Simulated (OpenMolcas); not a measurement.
# One shape, several levels: C3H12GaN (SMILES C[Ga-](C)(C)[NH3+])

Wanted: a comparison of 6 runs (HF/6-31G*, B2PLYP/6-31G*, B3LYP/6-31G*, PBE/6-31G*, revPBE/6-31G*, MP2/6-31G*) of C3H12GaN. 

The results are computed with OpenMolcas 26.06.

### Step 1. The structure to begin with

The species is C3H12GaN (17 atoms), meant as a singlet with charge 0. SMILES: `C[Ga-](C)(C)[NH3+]`. Geometry: relaxed at PBE0-D4/def2-TZVP.

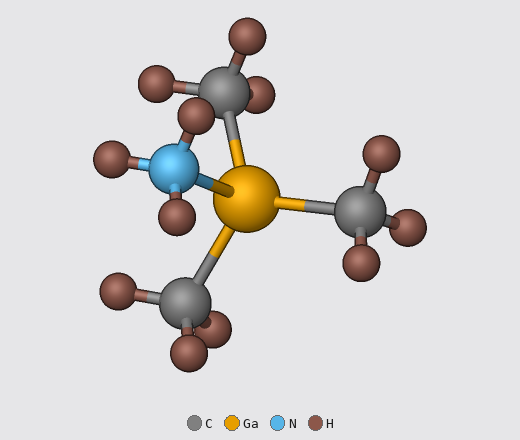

Viewed from a chosen angle; carbon grey, gallium amber, nitrogen blue, hydrogen brown.

### Step 2. Energy and forces at HF/6-31G(d) (spherical functions) (run 1)

run.input reads:

```
* C3H12GaN Hartree-Fock

&GATEWAY
 BasLib=$CurrDir
 Coord
 17
 angstrom
 C       -0.724690       0.767350      -1.780960
 Ga       0.155500      -0.156590      -0.247090
 C        2.027140       0.365110       0.206730
 C       -0.422310      -2.018890       0.176160
 N       -0.870130       0.876400       1.382070
 H       -0.337770       0.382760      -2.729300
 H       -0.538820       1.845740      -1.776900
 H       -1.807520       0.609810      -1.793330
 H        2.328700       0.007070       1.195860
 H        2.727720      -0.067300      -0.513810
 H        2.173270       1.449260       0.179340
 H       -0.082930      -2.343380       1.164610
 H       -0.002060      -2.721570      -0.549520
 H       -1.509750      -2.134500       0.136040
 H       -0.554260       0.531670       2.281190
 H       -1.871800       0.734050       1.323650
 H       -0.690280       1.873060       1.345280
 Basis=6-31Gs
 Group=NoSym

&SEWARD

&SCF
 Thresholds=1e-10 1e-07 1e-07 1e-05
 PrOrbitals=1 1

&ALASKA
```

The basis set 6-31G* is read from a file made from the Basis Set Exchange's data (not shown).

The run is started by

```sh
$ export MOLCAS_MEM=1860
$ pymolcas run.input > run.log
```

Log:

```text
--- Start Module: gateway ---
[...]
--- Stop Module: gateway /rc=_RC_ALL_IS_WELL_ ---
[...]
      Basis functions          112
[...]
--- Start Module: scf ---
[...]
       Convergence after  12 Iterations
[...]
::    Total SCF energy                              -2098.0119902459
[...]
      Total spin, S                                     0.0000000000
[...]
      Total electronic charge=   68.000000
      Total            charge=   -0.000000
[...]
      Dipole Moment (debye):
      Origin of the operator (angstrom)=    0.0681   -0.0686   -0.1083
                   X= -2.2076E+00               Y=  2.2235E+00               Z=  3.5066E+00           Total=  4.7025E+00
      Quadrupole Moment (debye*angstrom):
[...]
 *              Molecular gradients               *
 **************************************************
  Irreducible representation: a
 ------------------------------------------------------------------------------------------
                              X                       Y                       Z
 ------------------------------------------------------------------------------------------
  C1                2.72874411711399E-03   -2.89441014899605E-03    7.08644182639695E-03
  GA2              -4.83000981205794E-04    4.86147691529659E-04    7.67968070651825E-04
  C3               -7.99565858833340E-03   -1.32293935069283E-03   -6.59214428244237E-04
  C4                1.55308550424049E-03    7.96556938941961E-03   -5.36880091386305E-04
  N5                5.84679042940905E-03   -5.89314563483612E-03   -9.30036739813289E-03
  H6                1.96472040187168E-03   -1.98180395988612E-03   -2.72698504853608E-03
  H7                1.35293146979537E-03    3.49572396683673E-03    5.77310631915351E-04
  H8               -3.53661214178569E-03   -1.26907349862158E-03    5.13607214937872E-04
[...]
```

Run time: 23 s. Hardware: 1 thread of Arm Neoverse V2, shared host; peak memory 0.67 GiB.

### Step 3. A single-point energy at B2PLYP/6-31G(d) (spherical functions) (run 2)

run.input reads:

```
&GATEWAY
  BasLib=$CurrDir
  Coord
  17
  angstrom
  C       -0.724690       0.767350      -1.780960
  Ga       0.155500      -0.156590      -0.247090
  C        2.027140       0.365110       0.206730
  C       -0.422310      -2.018890       0.176160
  N       -0.870130       0.876400       1.382070
  H       -0.337770       0.382760      -2.729300
  H       -0.538820       1.845740      -1.776900
  H       -1.807520       0.609810      -1.793330
  H        2.328700       0.007070       1.195860
  H        2.727720      -0.067300      -0.513810
  H        2.173270       1.449260       0.179340
  H       -0.082930      -2.343380       1.164610
  H       -0.002060      -2.721570      -0.549520
  H       -1.509750      -2.134500       0.136040
  H       -0.554260       0.531670       2.281190
  H       -1.871800       0.734050       1.323650
  H       -0.690280       1.873060       1.345280
  Basis=6-31Gs
  Group=NoSym

&SEWARD
  GridInput
  Grid=UltraFine
  End of Grid

&SCF
  KSDFT=B2PLYP_SCF
  Thresholds=1e-10 1e-07 1e-07 1e-05
  PrOrbitals=1 2

&MBPT2
  Frozen=13
```

The basis set 6-31G* is read from a file made from the Basis Set Exchange's data (not shown).

The run is started by

```sh
$ export MOLCAS_MEM=1860
$ pymolcas run.input > run.log
```

Log:

```text
--- Start Module: gateway ---
[...]
--- Stop Module: gateway /rc=_RC_ALL_IS_WELL_ ---
[...]
      Basis functions          112
[...]
--- Start Module: scf ---
[...]
       Convergence after  12 Iterations
[...]
::    Total KS-DFT energy                           -2100.0151766905
[...]
      Total spin, S                                     0.0000000000
[...]
      Total electronic charge=   68.000000
      Total            charge=   -0.000000
[...]
      Dipole Moment (debye):
      Origin of the operator (angstrom)=    0.0681   -0.0686   -0.1083
                   X= -2.1881E+00               Y=  2.2038E+00               Z=  3.4756E+00           Total=  4.6609E+00
      Quadrupole Moment (debye*angstrom):
[...]
--- Stop Module: scf /rc=_RC_ALL_IS_WELL_ ---
[...]
--- Start Module: mbpt2 ---
[...]
 ###    WARNING: MP2 implementation intended for RHF references only         ###
 ###############################################################################
MBPT2 WARNING: Reference function according to RunFile:KS-DFT
I'll assume you know what you're doing and continue
WARNING!
Default frozen orbitals as non valence orbitals is overwritten by user input.
Default values:  18
[...]
       Reference weight ( Cref**2 )         =        0.72644
::    Total MBPT2 energy                            -2101.0056315568
[...]
      Total MBPT2 calculations                           0.81      0.90
--- Stop Module: mbpt2 /rc=_RC_ALL_IS_WELL_ ---
[...]
```

Wall time 50 s (1 thread of Arm Neoverse V2, shared host); peak memory 0.67 GiB.

### Step 4. Energy and gradient at B3LYP/6-31G(d) (spherical functions) (run 3)

job.input reads:

```
&GATEWAY
  BasLib
  $CurrDir
  Coord
  17
  bohr
  C     -1.36946563     1.45008134    -3.36552664
  Ga     0.29385241    -0.29591221    -0.46693243
  C      3.83073942     0.68995791     0.39066308
  C     -0.79805024    -3.81514918     0.33289415
  N     -1.64430739     1.65615598     2.61173379
  H     -0.63829279     0.72331157    -5.15762951
  H     -1.01822223     3.48794310    -3.35785435
  H     -3.41571776     1.15237389    -3.38890255
  H      4.40060523     0.01336036     2.25984788
  H      5.15464374    -0.12717857    -0.97096018
  H      4.10688509     2.73870448     0.33890348
  H     -0.15671499    -4.42834641     2.20079394
  H     -0.00389284    -5.14302193    -1.03844230
  H     -2.85301402    -4.03362041     0.25707834
  H     -1.04739960     1.00471069     4.31082434
  H     -3.53718936     1.38715346     2.50133598
  H     -1.30444015     3.53957041     2.54221076
  Basis
  6-31Gs
  Group
  NoSym

&SEWARD
  GridInput
  Grid=UltraFine
  End of Grid

&SCF
  KSDFT
  B3LYP
  Thresholds
  1e-10 1e-07 1e-07 1e-05
  PrOrbitals
  1

&ALASKA
```

The basis set 6-31G* is read from a file made from the Basis Set Exchange's data (not shown).

The run is started by

```sh
$ export MOLCAS_MEM=1860
$ pymolcas job.input > job.log
```

Log:

```text
--- Start Module: gateway ---
[...]
--- Stop Module: gateway /rc=_RC_ALL_IS_WELL_ ---
[...]
      Basis functions          112
[...]
--- Start Module: scf ---
[...]
       Convergence after  13 Iterations
[...]
::    Total KS-DFT energy                           -2100.9407050872
[...]
      Total spin, S                                     0.0000000000
[...]
      Total electronic charge=   68.000000
      Total            charge=   -0.000000
[...]
      Dipole Moment (debye):
      Origin of the operator (angstrom)=    0.0681   -0.0686   -0.1083
                   X= -2.1769E+00               Y=  2.1925E+00               Z=  3.4577E+00           Total=  4.6370E+00
      Quadrupole Moment (debye*angstrom):
[...]
 *              Molecular gradients               *
 **************************************************
  Irreducible representation: a
 ------------------------------------------------------------------------------------------
                              X                       Y                       Z
 ------------------------------------------------------------------------------------------
  C1                4.23626199873794E-04   -4.52508176549848E-04    1.14380711645445E-03
  GA2              -1.10375596331647E-03    1.12053467382500E-03    1.74339758821063E-03
  C3               -1.29225572010938E-03   -1.95416222152467E-04   -8.99295601035632E-05
  C4                2.37144407978285E-04    1.28668291606182E-03   -6.60681633473104E-05
  N5               -4.88654012817946E-04    4.88124168167126E-04    7.64892641615944E-04
  H6               -8.15151232485878E-04    8.07842246110635E-04    1.90311638396512E-03
  H7               -2.37134771180092E-04   -2.39699025006868E-03    4.23459469175436E-05
  H8                2.40163894010159E-03    1.71171391366132E-04    7.69964451174943E-05
[...]
```

It took 1.7 min on 1 thread of Arm Neoverse V2, shared host; peak memory 0.67 GiB.

Runs 4 to 5 aren't shown in full; the table further down has their settings and results.

### Step 5. The energy at MP2/6-31G(d) (spherical functions) (run 6)

coord.xyz reads:

```xyz
17

C     -0.724690     0.767350    -1.780960
Ga     0.155500    -0.156590    -0.247090
C      2.027140     0.365110     0.206730
C     -0.422310    -2.018890     0.176160
N     -0.870130     0.876400     1.382070
H     -0.337770     0.382760    -2.729300
H     -0.538820     1.845740    -1.776900
H     -1.807520     0.609810    -1.793330
H      2.328700     0.007070     1.195860
H      2.727720    -0.067300    -0.513810
H      2.173270     1.449260     0.179340
H     -0.082930    -2.343380     1.164610
H     -0.002060    -2.721570    -0.549520
H     -1.509750    -2.134500     0.136040
H     -0.554260     0.531670     2.281190
H     -1.871800     0.734050     1.323650
H     -0.690280     1.873060     1.345280
```

calc.inp reads:

```
&GATEWAY
  BasLib=$CurrDir
  Coord=coord.xyz
  Basis=6-31Gs
  Group=NoSym

&SEWARD

&SCF
  Thresholds=1e-10 1e-07 1e-07 1e-05
  PrOrbitals=0

&MBPT2
  Frozen=13
```

The basis set 6-31G* is read from a file made from the Basis Set Exchange's data (not shown).

The run is started by

```sh
$ export MOLCAS_MEM=1860
$ pymolcas calc.inp > calc.log
```

Log:

```text
--- Start Module: gateway ---
[...]
--- Stop Module: gateway /rc=_RC_ALL_IS_WELL_ ---
[...]
      Basis functions          112
[...]
--- Start Module: scf ---
[...]
       Convergence after  12 Iterations
[...]
::    Total SCF energy                              -2098.0119902459
[...]
      Total spin, S                                     0.0000000000
[...]
      Total electronic charge=   68.000000
      Total            charge=   -0.000000
[...]
      Dipole Moment (debye):
      Origin of the operator (angstrom)=    0.0681   -0.0686   -0.1083
                   X= -2.2076E+00               Y=  2.2235E+00               Z=  3.5066E+00           Total=  4.7025E+00
      Quadrupole Moment (debye*angstrom):
[...]
--- Stop Module: scf /rc=_RC_ALL_IS_WELL_ ---
[...]
--- Start Module: mbpt2 ---
[...]
WARNING!
Default frozen orbitals as non valence orbitals is overwritten by user input.
Default values:  18
[...]
       Reference weight ( Cref**2 )         =        0.80196
::    Total MBPT2 energy                            -2098.8260337211
[...]
      Total MBPT2 calculations                           0.85      0.94
--- Stop Module: mbpt2 /rc=_RC_ALL_IS_WELL_ ---
[...]
```

It took 14 s on 1 thread of Arm Neoverse V2, shared host; peak memory 0.67 GiB.

### Step 6. All runs side by side

| run | level | task | frozen core orbitals | energy (Eh) | dipole moment (D) of the reference | HOMO energy (eV) | LUMO energy (eV) | wall time |
| --- | --- | --- | --- | --- | --- | --- | --- | --- |
| 1 | HF/6-31G* (spherical functions) | gradient | – | -2098.011990 | 4.70 | -9.52 | 3.65 | 23 s |
| 2 | B2PLYP/6-31G* (spherical functions) | energy | 13 | -2100.282600 | 4.66 | -7.54 | 1.77 | 50 s |
| 3 | B3LYP/6-31G* (spherical functions) | gradient | – | -2100.940705 | 4.64 | -6.16 | 0.45 | 1.7 min |
| 4 | PBE/6-31G* (spherical functions) | gradient | – | -2100.334070 | 4.62 | -5.13 | -0.07 | 1.8 min |
| 5 | revPBE/6-31G* (spherical functions) | gradient | – | -2100.681618 | 4.61 | -5.10 | 0.03 | 1.8 min |
| 6 | MP2/6-31G* (spherical functions) | energy | 13 | -2098.826034 | 4.70 | -9.52 | 3.65 | 14 s |

### Step 7. Summary of results

| quantity | value |
| --- | --- |
| run 6: total energy | -2098.82603 Eh |
| run 6: dipole moment (mean-field density) | 4.70 D |
| run 6: HOMO energy (Hartree–Fock orbitals) | -9.52 eV |
| run 6: LUMO energy (Hartree–Fock orbitals) | 3.65 eV |
| run 6: HOMO–LUMO gap (Hartree–Fock orbitals) | 13.17 eV |
| run 6: correlation energy (13 core orbitals frozen) | -814.0 mEh |

In words: Over runs 1, 2, 3, 4, 5 the dipole moment (its size) runs from 4.61 D (revPBE/6-31G*) to 4.70 D (HF/6-31G*). Over runs 1, 2, 3, 4, 5 the HOMO–LUMO gap runs from 5.06 eV (PBE/6-31G*) to 13.17 eV (HF/6-31G*). Exact exchange widens orbital gaps. For B2PLYP the log adds the whole second-order term; the table takes 0.27 of it, as the functional is defined. Totals of different functionals can't be ranked against each other. All runs together took 6.9 min, the longest 1.8 min.
